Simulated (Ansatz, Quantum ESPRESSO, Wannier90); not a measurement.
# straight W chain, spacing 2.09 Å: Wannier functions and conductance, part 6 of 6

How many channels does the wire offer, and does a small Wannier basis get them right? The wire: straight W chain, spacing 2.09 Å.

Quantum ESPRESSO 7.5 and Wannier90 3.1.0; plane-wave DFT, PBE, GBRV ultrasoft pseudopotentials; cross-check by Ansatz 0.2.0 with PAW datasets.

So far. Step 9 (Localisation, bands and conductance): Disentanglement stopped at its cap on iterations, so these spreads are not final. Step 9 (Localisation, bands and conductance): At least 1 of the functions sits far from every atom, off the bonds: the outer window has let in states of the vacuum, so the basis is not the atomic one that was projected.

### Step 13. The same in Ansatz

As a check, the same structure is run in Ansatz.

Level of this step: plane-wave DFT, PBE, Ansatz PAW (Ansatz 0.2.0).

System of this step: straight W chain, spacing 2.09 Å, 3 periods. The cell holds 3 atoms: 3 W. Cell: a = 8.000 Å, b = 8.000 Å, c = 6.278 Å, α = 90.0°, β = 90.0°, γ = 90.0°. Vacuum lies along a and b. The structure's axis is c.

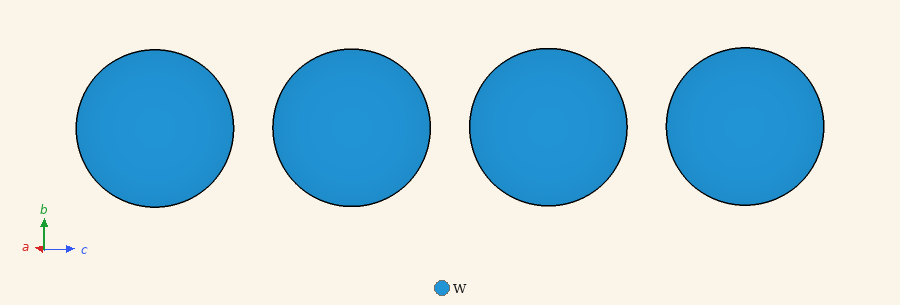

The cell of this step (tungsten blue). Some periodic images of atoms are drawn too.

Input file input.yaml:

```yaml
crystal:
  lattice:
    - [8.0, 0.0, 0.0]
    - [0.0, 8.0, 0.0]
    - [0.0, 0.0, 6.2775]
  atoms:
    - { symbol: W, position: [0.0, 0.0, 0.0] }
    - { symbol: W, position: [0.0, 0.0, 0.3333333333] }
    - { symbol: W, position: [0.0, 0.0, 0.6666666667] }
kpoints:
  mp_grid: { grid: [1, 1, 12] }
hamiltonian:
  xc: pbe
scf:
  occupations: { method: fermi_dirac, width: 0.05 }
  convergence: { dr2_threshold: 1.0e-08 }
output:
  transmission:
    leads: [[0, 0]]
    e_range: [-4.0, 2.0]
    de: 0.05
    kmesh: [1, 1]
    reduced_basis: true
```

Launch:

```bash
ansatz run input.yaml --threads 4 --pin off --max-ram 12288MiB --backend cpu --events-out ev --progress --plain --runs-dir out
```

Numbers of over 12 decimals in the logs are rounded to 6 here.

What it wrote:

```text
Engine: ansatz 0.2.0, aarch64-unknown-linux-gnu
Pseudopotentials: kind: paw
Pseudopotential: W, paw, valence charge 14, recommended cutoff 420 eV (normal), W.paw.azcp
Functional definition: PBE
  parameter kappa = 0.804
  parameter beta = 0.066725
  exchange = pbe_x(kappa = kappa, mu = beta*pi^2/3)
  correlation = pbe_c(beta = beta)
Crystal: 3 atoms, lattice volume = 401.760 Å³
Basis set: ecut = 420 eV, 7853 PW (Γ)
Bands: 26, of which v1, the nominal top of the filled ones, is band 21 counted from 1 (20 counted from 0)
Symmetry: 48 space group operations
Space group: P4/mmm (ITA 123), of the structure as read, at distance tolerance 7.4e-5 Å
k-points: 7 of 12
Non-local potential: W, projectors of the file, l = 0: 3, l = 1: 2, l = 2: 2, l = 3: 1
PAW form: soft (Blöchl's): semilocal exchange-correlation on the pseudo side does not see the compensation charge
PAW one-centre angular grid: W, 590 points (default); XC on 64 Gauss nodes
Initial density: superposition of atomic densities (neutral atoms: chi_scale 0, normalization atom), corrected by the library's trained network
Initial wavefunctions: pseudopotential atomic-orbital guess
Functional: x = pbe(κ = 0.804, μ = 0.219515), c = pbe(β = 0.066725)
SCF iter   1: F=—  HF=-31135.581712 eV  |F-HF|=—  |Δ(HF+E_count)|=         —  Δρ=8.75e-3  dr2=1.54e-1  ethr=1.77e-3  ⟨swp⟩=6.4  Hψ=812  notcnv=0
preconditioner: auto → LDOS  [insulator: Δε(μ)=0.181 eV  Ē_g=3.289 eV  σ=0.050 eV  W_gap=0.57  n_scr=46 (ndim 8)  ℏωp=7.9 eV  f_vac=0.673  D(μ)=5.48/eV (n_scr^D=30)  ε∞_Penn≈6.7  β→1.0]
SCF iter   2: F=—  HF=-31135.731973 eV  |F-HF|=—  |Δ(HF+E_count)|=   1.50e-1  Δρ=5.00e-3  dr2=9.66e-2  ethr=3.67e-4  ⟨swp⟩=3.0  Hψ=419  notcnv=0
SCF iter   3: F=—  HF=-31135.701906 eV  |F-HF|=—  |Δ(HF+E_count)|=   3.01e-2  Δρ=1.69e-3  dr2=8.49e-3  ethr=2.30e-4  ⟨swp⟩=2.7  Hψ=316  notcnv=0
SCF iter   4: F=—  HF=-31135.702527 eV  |F-HF|=—  |Δ(HF+E_count)|=   6.22e-4  Δρ=2.75e-4  dr2=2.35e-4  ethr=2.02e-5  ⟨swp⟩=2.4  Hψ=330  notcnv=0
SCF iter   5: F=—  HF=-31135.702771 eV  |F-HF|=—  |Δ(HF+E_count)|=   2.43e-4  Δρ=6.50e-5  dr2=1.30e-5  ethr=5.58e-7  ⟨swp⟩=2.4  Hψ=281  notcnv=0
SCF iter   6: F=—  HF=-31135.702787 eV  |F-HF|=—  |Δ(HF+E_count)|=   1.69e-5  Δρ=1.61e-5  dr2=1.37e-6  ethr=3.09e-8  ⟨swp⟩=2.6  Hψ=331  notcnv=0
SCF iter   7: F=—  HF=-31135.702869 eV  |F-HF|=—  |Δ(HF+E_count)|=   8.13e-5  Δρ=4.28e-6  dr2=1.06e-7  ethr=3.27e-9  ⟨swp⟩=3.0  Hψ=345  notcnv=0
SCF iter   8: F=-31135.702869 eV  HF=-31135.702869 eV  |F-HF|=1.30e-9  |Δ(HF+E_count)|=   1.71e-8  Δρ=7.45e-7  dr2=2.00e-9  ethr=2.38e-11  ⟨swp⟩=4.6  Hψ=510  notcnv=0
SCF 1 converged in 8 iterations: F = -31135.702869 eV  dr2 = 2.00e-9
  greatest PAW one-centre occupation: 0.999 electrons in one spin orbital (limit 2), on the W atom at site 2 (counted from 0), in its partial waves of l = 0
transmission: 8 of 48 steps passed
transmission: 16 of 48 steps passed
[...]
transmission: 48 of 48 steps passed
SCF converged after 8 iterations
Free energy (F): -31135.702869 eV
Harris-Foulkes:  -31135.702869 eV  (|F-HF|=1.30e-9)
Internal energy: -31135.660797 eV  (E = F + TS)
E sigma→0 (E₀):  -31135.681833 eV
Entropy (-TS):   -0.042072 eV (-14.024 meV/atom)
Fermi energy:    -1.340414 eV
--- Per-component energies (eV) ---
  E_band       = -1218.998001
  E_kinetic    = 1360.627448
  E_local      = -9860.694455  (includes V_loc(G=0)·N_el)
  E_nonlocal   = 25.029806
  E_hartree    = 4171.539738
  E_xc         = -791.513512
  E_vxc        = -703.852867  (∫ρ·V_xc dr)
  E_paw        = -25695.162303  (= ΣΔE_a)
  E_vpaw       = -383.189651  (= ΣTr[D̂ρ^β])
  E_aug_tail   = -0.000182  (compensation charges beyond the density's cutoff)
  E_ewald      = -345.487338
  E_smearing   = -0.042072  (= −TS)
  E_closure    = 0.000000  (closes the sum)
  Σ components = -31135.702869   (vs F -31135.702869, Δ=0.00e0)
--- Band table (eV; the first three rows and the last of 7) ---
  k-point 0: bands = [... 17 lower, -4.1165, -2.4800, -2.4671, -0.7048, -0.7048, -0.0471, -0.0471, -0.0421, ... 1 higher]
  k-point 1: bands = [... 17 lower, -3.5274, -2.4601, -2.4472, -1.2311, -0.3646, -0.3586, -0.1526, 0.2596, ... 1 higher]
  k-point 2: bands = [... 17 lower, -2.8818, -2.4005, -2.3878, -1.7236, -0.6817, -0.6746, 0.4127, 0.5420, ... 1 higher]
  k-point 6: bands = [... 17 lower, -2.6735, -1.7848, -1.7848, -1.7740, -1.7740, -0.2979, -0.2979, -0.2979, ... 1 higher]
--- Transmission ---
  basis      : 561 plane waves across, 8 finite elements along
  points     : 1, standing for a mesh of 1 x 1
  energies   : 121 from -4.000000 to 2.000000 eV about the Fermi level, 0.050000 eV apart; the leads are filled to 0.000000 eV, and channels, transmission and decay are at 0.000000 eV
  crystal 0  : W3, at the sites [0, 0], period 6.2775 Å: whole cells are its period
    offset         : up to 0.0000 Å between an atom of the period and one for which it stands
    channels       : 6.000000e0 a spin
    conductance    : none, the energies end too early or step too widely for 300 K: set another output.transmission.e_range or a lower de, or, where they end at an eighth of basis.ecutwfc, a higher one
```

It took 24 s on 4 threads of Arm Neoverse V2, shared host; peak memory 0.63 GiB.

Numbers from this step:

```
free energy                                : -31135.7029 eV
energy at zero smearing                    : -31135.6818 eV
smearing term TS                           : 0.04207 eV
Fermi energy                               : -1.340 eV
symmetry operations                        : 48
lead channels at the Fermi level, one spin : 6
```

Per spin. Open channels against energy, zero at the Fermi level:

```tsv
energy (eV)	open channels
-4.000	3
-3.500	3
-3.000	3
-2.500	4
-2.000	4
-1.500	4
-1.000	6
-0.500	6
0.000	6
0.500	6
1.000	6
1.500	6
2.000	4
```

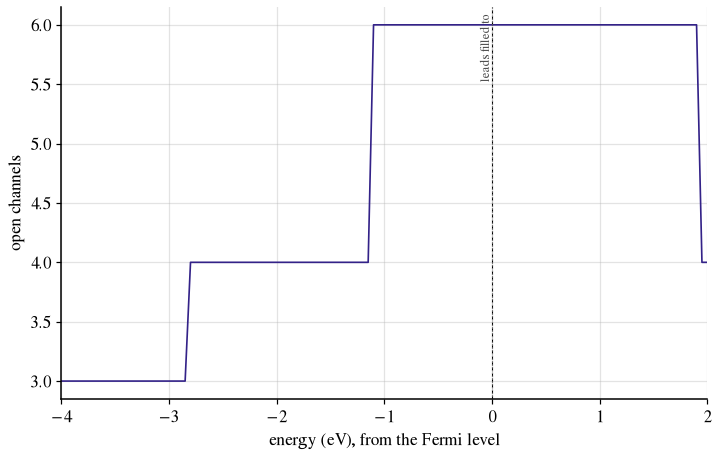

Open channels against energy.

### Step 14. The arithmetic

6 channels × 77.48 µS = 465 µS, a two-terminal resistance of 12.906/6 = 2.15 kΩ whatever the wire's length, as long as nothing scatters.

### Step 15. What came out

```yaml
open_channels_at_the_fermi_level_per_spin: 6
total_spread: 13.6 Å²
gauge_invariant_spread: 11.1 Å²
largest_band_misfit_in_the_frozen_window: 0.0224 eV
channels_at_the_fermi_level_by_ansatz: 6
```

The wire offers 6 channels per spin at the Fermi level. Between -4 and 1.5 eV the channel count from Wannier functions equals that from Ansatz's layer matching at 98 % of the energies; outside the frozen window the Wannier bands are not held to the plane-wave ones. Each plane-wave level in the frozen window has a Wannier level within 0.03 eV; this test doesn't see extra bands that a model may add. Disentanglement stopped at its cap on iterations, so the spreads are not final; the frozen states are kept all the same. At least one function lies in the vacuum, so the spreads don't describe atomic orbitals, though the frozen bands are still reproduced. The wire is perfect, so the conductance only counts bands: each channel, with its partner of the other spin, carries G₀ = 2e²/h. It was run without spin polarisation, which was not tested. Spin-orbit coupling is left out; depending on the atoms that carry the levels of interest, it can split and shift them by tenths of an eV to an eV or more.

[Logs are printed without paths, hosts, clocks, repeated set-up lines and the standing remarks that a program may print on its own settings, such as how far it seeks lower states.]

[Hosts, paths, dates, database ids (printed as entryN), source tags and the programs' standing remarks are cut or masked in the printed files.]

[Maps of the electrostatic potential energy from Ansatz leave out the sawtooth potential of an applied field or a dipole correction, so their vacuum need not be flat; planar profiles and work functions include it.]
